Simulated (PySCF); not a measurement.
**Gd(P5)F2: how settings move a single point**

Which settings matter for Gd(P5)F2? Each run alters one on purpose. The structure is generated, not taken from experiment.

Program: PySCF 2.14.0. Level of theory: TPSS, Gd lcecp-1-SVP with ECP53, P def2-SVP, F def2-SVP; scalar-relativistic core potentials, no spin–orbit coupling. These are calculated values, not measurements.

5 further runs of the same task are left out: 2 for a known fault of the program, 1 that didn't finish, 2 set aside as unsound or not needed.

## Step 1: The system as given

8 atoms, charge 0, spin multiplicity 1.

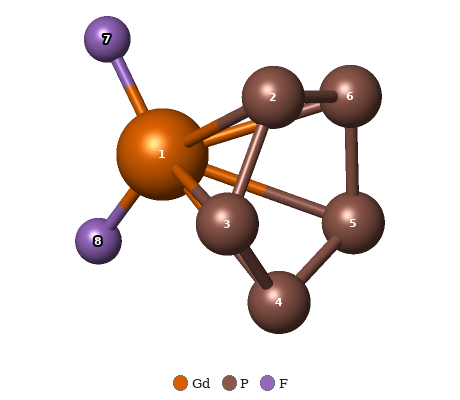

The structure; gadolinium orange, phosphorus brown, fluorine purple; atoms are numbered from 1 in the order of the file.

Coordinates:

```xyz
8

Gd    0.0031   -0.0042   -1.0391
P     1.7499    0.5194    1.6051
P     0.0382    1.8116    1.5767
P    -1.7306    0.6017    1.6173
P    -1.1066   -1.4425    1.5934
P     1.0389   -1.4955    1.5964
F     1.6316   -0.2404   -2.2216
F    -1.6452    0.2413   -2.1921
```

Formal oxidation states: Gd +3. Each metal's 7 4f electrons lie in its core potential, so multiplicities, spins and levels count the valence alone. An earlier session relaxed this geometry at TPSS, Gd lcecp-1-SVP with ECP53, P def2-SVP, F def2-SVP (singlet, point group C1).

The sound run used a (50, 194) grid (finer on f atoms), a threshold of 1e-8 and at most 55 cycles, and ended at -1942.082891 Eh.

## Step 2: Altered run 1

The input, run.py (the lines that set the calculation):

```python
mol = gto.M(atom='''
Gd     0.00345    -0.00465    -1.16382
P      1.95993     0.58178     1.79772
P      0.04278     2.02901     1.76590
P     -1.93825     0.67393     1.81132
P     -1.23944    -1.61561     1.78464
P      1.16360    -1.67500     1.78795
F      1.82741    -0.26931    -2.48824
F     -1.84259     0.27024    -2.45511''',
    basis={'Gd': 'lcecp-1-SVP', 'P': 'def2-SVP', 'F': 'def2-SVP'},
    ecp={'Gd': 'lcecp-1-SVP'},
    charge=0, spin=0)
mf = dft.RKS(mol, xc='TPSS')
mf.grids.atom_grid = (50, 194)  # f atoms: unpruned, at least (60, 302)
mf = mf.density_fit()  # fitting sets: Gd AutoAux, P def2-universal-JKFIT, F def2-universal-JKFIT
mf.conv_tol = 1e-08; mf.max_cycle = 55
mf.kernel(dm0)  # dm0: free metal ions and neutral atoms
```

Started as:

```sh
$ OMP_NUM_THREADS=4 python run.py
```

What it wrote:

```text
init E= -1953.95844337394
  HOMO = -0.161073416465728  LUMO = -0.151470904922044  gap/eV = 0.26130
cycle= 1 E= -1941.5044449341  delta_E= 12.5  |g|= 1.23  |ddm|= 3.68
  HOMO = -0.211896112946017  LUMO = -0.137947379864222  gap/eV = 2.01225
cycle= 2 E= -1905.59841558745  delta_E= 35.9  |g|= 5.17  |ddm|= 8.45
  HOMO = -0.171854728128797  LUMO = -0.164191205126384  gap/eV = 0.20854
cycle= 3 E= -1941.44681355219  delta_E= -35.8  |g|= 1.42  |ddm|= 8.21
  HOMO = -0.171168312075926  LUMO = -0.166290235863837  gap/eV = 0.13274
cycle= 4 E= -1941.48205102203  delta_E= -0.0352  |g|= 1.29  |ddm|= 0.256
  HOMO = -0.191556485456417  LUMO = -0.129192161957745  gap/eV = 1.69702
cycle= 5 E= -1941.58240111506  delta_E= -0.1  |g|= 1.28  |ddm|=  1.3
  HOMO = -0.216581664431788  LUMO = -0.185026378288725  gap/eV = 0.85866
cycle= 6 E= -1941.44955550422  delta_E= 0.133  |g|= 1.05  |ddm|= 2.17
  HOMO = -0.238213541937829  LUMO = -0.185956872827992  gap/eV = 1.42198
cycle= 7 E= -1941.81435929011  delta_E= -0.365  |g|= 0.614  |ddm|= 2.18
  HOMO = -0.241471538975262  LUMO = -0.168018537810334  gap/eV = 1.99876
cycle= 8 E= -1941.96186431435  delta_E= -0.148  |g|= 0.124  |ddm|= 0.93
  HOMO = -0.23993886124281  LUMO = -0.17059221418491  gap/eV = 1.88702
cycle= 9 E= -1941.95436929497  delta_E= 0.0075  |g|= 0.177  |ddm|= 0.341
  HOMO = -0.243395548530272  LUMO = -0.16958492539334  gap/eV = 2.00849
cycle= 10 E= -1941.96572323191  delta_E= -0.0114  |g|= 0.0535  |ddm|= 0.287
  HOMO = -0.243914334774606  LUMO = -0.170401613035494  gap/eV = 2.00038
cycle= 11 E= -1941.96669733827  delta_E= -0.000974  |g|= 0.0263  |ddm|= 0.0987
  HOMO = -0.244354427659205  LUMO = -0.170231076659857  gap/eV = 2.01700
cycle= 12 E= -1941.96694699387  delta_E= -0.00025  |g|= 0.00591  |ddm|= 0.039
  HOMO = -0.244354369654241  LUMO = -0.17019368127183  gap/eV = 2.01802
cycle= 13 E= -1941.96695764243  delta_E= -1.06e-05  |g|= 0.00313  |ddm|= 0.0104
  HOMO = -0.244228202345184  LUMO = -0.170101187351248  gap/eV = 2.01710
cycle= 14 E= -1941.96696068067  delta_E= -3.04e-06  |g|= 0.000404  |ddm|= 0.00375
  HOMO = -0.244247778592814  LUMO = -0.170120578531482  gap/eV = 2.01710
cycle= 15 E= -1941.96696073392  delta_E= -5.32e-08  |g|= 0.000173  |ddm|= 0.000743
  HOMO = -0.244253275415337  LUMO = -0.170121404713957  gap/eV = 2.01723
cycle= 16 E= -1941.96696074149  delta_E= -7.57e-09  |g|= 0.000104  |ddm|= 0.0004
  HOMO = -0.244251456504174  LUMO = -0.170121512836642  gap/eV = 2.01718
cycle= 17 E= -1941.96696074061  delta_E= 8.83e-10  |g|= 0.000112  |ddm|= 0.000275
  HOMO = -0.244250060672482  LUMO = -0.170120308451394  gap/eV = 2.01717
cycle= 18 E= -1941.96696074611  delta_E= -5.5e-09  |g|= 4.18e-06  |ddm|= 0.000166
  HOMO = -0.24425051399238  LUMO = -0.170120457121786  gap/eV = 2.01718
Extra cycle  E= -1941.96696074609  delta_E= 1.32e-11  |g|= 7.07e-06  |ddm|= 1.8e-05
converged SCF energy = -1941.96696074609
```

Run time: 10 s. Hardware: 4 threads of Intel Xeon 6975P-C (Granite Rapids), shared host.

Changed: the scale of all coordinates (1.12). It converges in 18 cycles, +3.155 eV from the sound run, with a largest force component of 2.81 eV/Å. The setting is unsound, so these numbers aren't the compound's.

## Step 3: Altered run 2

The input, run.py (the lines that set the calculation):

```python
mol = gto.M(atom='''
Gd     0.00308    -0.00415    -1.03912
P      1.74993     0.51945     1.60511
P      0.03819     1.81162     1.57669
P     -1.73058     0.60173     1.61725
P     -1.10664    -1.44251     1.59343
P      1.03893    -1.49553     1.59638
F      1.63162    -0.24045    -2.22164
F     -1.64517     0.24129    -2.19207''',
    basis={'Gd': 'lcecp-1-SVP', 'P': 'def2-SVP', 'F': 'def2-SVP'},
    ecp={'Gd': 'lcecp-1-SVP'},
    charge=0, spin=0)
mf = dft.RKS(mol, xc='TPSS')
mf.grids.atom_grid = (50, 194)  # f atoms: unpruned, at least (60, 302)
mf = mf.density_fit()  # fitting sets: Gd AutoAux, P def2-universal-JKFIT, F def2-universal-JKFIT
mf.conv_tol = 1e-08; mf.max_cycle = 55
mf.kernel(dm0)  # dm0: smeared density
```

Started as:

```sh
$ OMP_NUM_THREADS=4 python run.py
```

What it wrote:

```text
init E= -1941.95107278311
  HOMO = -0.252378271908474  LUMO = -0.155443274731499  gap/eV = 2.63774
cycle= 1 E= -1942.08139618861  delta_E= -0.13  |g|= 0.0697  |ddm|= 0.716
  HOMO = -0.244082907681158  LUMO = -0.156795501656904  gap/eV = 2.37521
cycle= 2 E= -1942.07633656348  delta_E= 0.00506  |g|= 0.171  |ddm|= 0.266
  HOMO = -0.24537977551159  LUMO = -0.155521733205536  gap/eV = 2.44516
cycle= 3 E= -1942.08279695541  delta_E= -0.00646  |g|= 0.0169  |ddm|= 0.155
  HOMO = -0.24744580818248  LUMO = -0.156495162433657  gap/eV = 2.47489
cycle= 4 E= -1942.08286998375  delta_E= -7.3e-05  |g|= 0.00753  |ddm|= 0.0357
  HOMO = -0.247280077196867  LUMO = -0.156274171372412  gap/eV = 2.47640
cycle= 5 E= -1942.08287972731  delta_E= -9.74e-06  |g|= 0.00511  |ddm|= 0.0172
  HOMO = -0.24721809635345  LUMO = -0.156227490127147  gap/eV = 2.47598
cycle= 6 E= -1942.08288944429  delta_E= -9.72e-06  |g|= 0.00166  |ddm|= 0.0101
  HOMO = -0.247212561464352  LUMO = -0.156202938768689  gap/eV = 2.47650
cycle= 7 E= -1942.08289054191  delta_E= -1.1e-06  |g|= 0.000278  |ddm|= 0.00278
  HOMO = -0.247213721470162  LUMO = -0.156208045767169  gap/eV = 2.47639
cycle= 8 E= -1942.08289056425  delta_E= -2.23e-08  |g|= 0.00011  |ddm|= 0.000554
  HOMO = -0.247213735575777  LUMO = -0.156211384246736  gap/eV = 2.47630
cycle= 9 E= -1942.08289056641  delta_E= -2.16e-09  |g|= 8.27e-05  |ddm|= 0.000292
  HOMO = -0.247210954655902  LUMO = -0.156199154870417  gap/eV = 2.47656
Extra cycle  E= -1942.08289053245  delta_E= 3.4e-08  |g|= 0.000296  |ddm|= 0.000601
converged SCF energy = -1942.08289053245
```

Run time: 6.9 s. Hardware: 4 threads of Intel Xeon 6975P-C (Granite Rapids), shared host.

Changed: the starting guess (smeared density). It converges in 9 cycles, at the sound run's energy within 0.001 eV, with a largest force component of 0.01 eV/Å. The result survives the change.

## Step 4: Altered run 3

run.py (the lines that set the calculation): that of step 3 with these lines changed.

```diff
@@ -13,5 +13,5 @@
 mf = dft.RKS(mol, xc='TPSS')
-mf.grids.atom_grid = (50, 194)  # f atoms: unpruned, at least (60, 302)
+mf.grids.atom_grid = (15, 26)  # f atoms: unpruned
 mf = mf.density_fit()  # fitting sets: Gd AutoAux, P def2-universal-JKFIT, F def2-universal-JKFIT
 mf.conv_tol = 1e-08; mf.max_cycle = 55
-mf.kernel(dm0)  # dm0: smeared density
+mf.kernel(dm0)  # dm0: free metal ions and neutral atoms
```

Started as:

```sh
$ OMP_NUM_THREADS=4 python run.py
```

What it wrote:

```text
init E= -1954.7734414731
  HOMO = -0.173388800488003  LUMO = -0.144462585307096  gap/eV = 0.78712
cycle= 1 E= -1941.66205655813  delta_E= 13.1  |g|= 1.18  |ddm|= 4.05
  HOMO = -0.124762112798817  LUMO = -0.123643200641562  gap/eV = 0.03045
cycle= 2 E= -1907.20096411968  delta_E= 34.5  |g|= 6.62  |ddm|= 12.1
  HOMO = -0.217872431517175  LUMO = -0.138546165654209  gap/eV = 2.15858
cycle= 3 E= -1941.94613925638  delta_E= -34.7  |g|= 0.506  |ddm|=   12
  HOMO = -0.240013240423189  LUMO = -0.166703382791732  gap/eV = 1.99486
cycle= 4 E= -1941.82525306746  delta_E= 0.121  |g|= 0.878  |ddm|=  1.5
  HOMO = -0.246210634449997  LUMO = -0.154953940219298  gap/eV = 2.48322
cycle= 5 E= -1942.01286645613  delta_E= -0.188  |g|= 0.144  |ddm|= 1.09
  HOMO = -0.244723873429835  LUMO = -0.157552271968071  gap/eV = 2.37206
cycle= 6 E= -1942.01432918877  delta_E= -0.00146  |g|= 0.116  |ddm|= 0.358
  HOMO = -0.243968607773797  LUMO = -0.154959699649939  gap/eV = 2.42206
cycle= 7 E= -1942.01973573033  delta_E= -0.00541  |g|= 0.0366  |ddm|= 0.217
  HOMO = -0.243591554173409  LUMO = -0.155036824764602  gap/eV = 2.40970
cycle= 8 E= -1942.02009128933  delta_E= -0.000356  |g|= 0.00762  |ddm|= 0.044
  HOMO = -0.243102506607286  LUMO = -0.154648240006152  gap/eV = 2.40696
cycle= 9 E= -1942.02009412336  delta_E= -2.83e-06  |g|= 0.00633  |ddm|= 0.0163
  HOMO = -0.243087674496805  LUMO = -0.15454060364147  gap/eV = 2.40949
cycle= 10 E= -1942.02010911604  delta_E= -1.5e-05  |g|= 0.00142  |ddm|= 0.0112
  HOMO = -0.2431512300192  LUMO = -0.154616299707033  gap/eV = 2.40916
cycle= 11 E= -1942.02010979087  delta_E= -6.75e-07  |g|= 0.000415  |ddm|= 0.00245
  HOMO = -0.243163487479911  LUMO = -0.154614710619268  gap/eV = 2.40953
cycle= 12 E= -1942.02010982982  delta_E= -3.9e-08  |g|= 0.00022  |ddm|= 0.000697
  HOMO = -0.243157190526527  LUMO = -0.154612074925021  gap/eV = 2.40944
cycle= 13 E= -1942.02010984053  delta_E= -1.07e-08  |g|= 4.85e-05  |ddm|= 0.000243
  HOMO = -0.24315617067082  LUMO = -0.154612283165701  gap/eV = 2.40940
cycle= 14 E= -1942.02010984111  delta_E= -5.81e-10  |g|= 1.3e-05  |ddm|= 7.44e-05
  HOMO = -0.243156874725936  LUMO = -0.154611907701745  gap/eV = 2.40943
Extra cycle  E= -1942.02010984087  delta_E= 2.42e-10  |g|= 2.93e-05  |ddm|= 6.04e-05
converged SCF energy = -1942.02010984087
```

Wall time 4.5 s (4 threads of Intel Xeon 6975P-C (Granite Rapids), shared host).

Changed: the integration grid, to (15, 26). It converges in 14 cycles, +1.708 eV from the sound run, with a largest force component of 11.35 eV/Å. The setting is unsound, so these numbers aren't the compound's.

## Step 5: Altered run 4

run.py (the lines that set the calculation): that of step 4 with these lines changed.

```diff
@@ -13,3 +13,3 @@
 mf = dft.RKS(mol, xc='TPSS')
-mf.grids.atom_grid = (15, 26)  # f atoms: unpruned
+mf.grids.atom_grid = (30, 86)  # f atoms: unpruned
 mf = mf.density_fit()  # fitting sets: Gd AutoAux, P def2-universal-JKFIT, F def2-universal-JKFIT
```

Started as:

```sh
$ OMP_NUM_THREADS=4 python run.py
```

What it wrote:

```text
init E= -1954.87268517573
  HOMO = -0.175918374900326  LUMO = -0.143806223507141  gap/eV = 0.87382
cycle= 1 E= -1941.73612558732  delta_E= 13.1  |g|= 1.16  |ddm|= 4.16
  HOMO = -0.131435557881096  LUMO = -0.115554627892054  gap/eV = 0.43214
cycle= 2 E= -1906.203714732  delta_E= 35.5  |g|= 6.08  |ddm|= 12.4
  HOMO = -0.206587152369016  LUMO = -0.140944916657368  gap/eV = 1.78622
cycle= 3 E= -1941.93343427057  delta_E= -35.7  |g|= 0.837  |ddm|= 12.3
  HOMO = -0.217730855419985  LUMO = -0.162441630815577  gap/eV = 1.50450
cycle= 4 E= -1942.00207774848  delta_E= -0.0686  |g|= 0.496  |ddm|=  1.2
  HOMO = -0.245675881841479  LUMO = -0.151278488149667  gap/eV = 2.56868
cycle= 5 E= -1942.07536640736  delta_E= -0.0733  |g|= 0.275  |ddm|= 1.09
  HOMO = -0.251116707829722  LUMO = -0.160327901708222  gap/eV = 2.47049
cycle= 6 E= -1942.09316309654  delta_E= -0.0178  |g|= 0.0994  |ddm|= 0.413
  HOMO = -0.249257487482046  LUMO = -0.159404503622592  gap/eV = 2.44502
cycle= 7 E= -1942.09492964123  delta_E= -0.00177  |g|= 0.0727  |ddm|= 0.243
  HOMO = -0.247567776425113  LUMO = -0.156380210947811  gap/eV = 2.48134
cycle= 8 E= -1942.09693849998  delta_E= -0.00201  |g|= 0.0106  |ddm|= 0.115
  HOMO = -0.247045433116931  LUMO = -0.156223621796999  gap/eV = 2.47139
cycle= 9 E= -1942.09696990544  delta_E= -3.14e-05  |g|= 0.0039  |ddm|= 0.0191
  HOMO = -0.247115767448026  LUMO = -0.156240378175919  gap/eV = 2.47285
cycle= 10 E= -1942.09697288145  delta_E= -2.98e-06  |g|= 0.00255  |ddm|= 0.0089
  HOMO = -0.247111258129851  LUMO = -0.156181585045205  gap/eV = 2.47432
cycle= 11 E= -1942.09697486096  delta_E= -1.98e-06  |g|= 0.00123  |ddm|= 0.0053
  HOMO = -0.247104120535266  LUMO = -0.156218541485338  gap/eV = 2.47312
cycle= 12 E= -1942.09697539339  delta_E= -5.32e-07  |g|= 0.000331  |ddm|= 0.00216
  HOMO = -0.247117358204279  LUMO = -0.15622171231893  gap/eV = 2.47340
cycle= 13 E= -1942.09697542989  delta_E= -3.65e-08  |g|= 7.56e-05  |ddm|= 0.000537
  HOMO = -0.247110447990615  LUMO = -0.156216953171353  gap/eV = 2.47334
cycle= 14 E= -1942.09697543126  delta_E= -1.38e-09  |g|= 3.41e-05  |ddm|= 0.000121
  HOMO = -0.247107963438124  LUMO = -0.1562161813429  gap/eV = 2.47329
Extra cycle  E= -1942.09697542986  delta_E= 1.4e-09  |g|= 8.49e-05  |ddm|= 0.00012
converged SCF energy = -1942.09697542986
```

It took 5.5 s on 4 threads of Intel Xeon 6975P-C (Granite Rapids), shared host.

Changed: the integration grid, to (30, 86). It converges in 14 cycles, -0.383 eV from the sound run, with a largest force component of 0.74 eV/Å. The setting is unsound, so these numbers aren't the compound's.

## Step 6: Results

| run | changed | ending | energy change (eV) | cycles | time | usable |
| --- | --- | --- | --- | --- | --- | --- |
| 1 | the scale of all coordinates | converged | +3.155 | 18 | 10 s | no |
| 2 | the starting guess | converged | 0.000 | 9 | 6.9 s | yes |
| 3 | the integration grid | converged | +1.708 | 14 | 4.5 s | no |
| 4 | the integration grid | converged | -0.383 | 14 | 5.5 s | no |

1 of 4 altered runs gives a usable result. 3 ended normally with numbers unfit to quote.
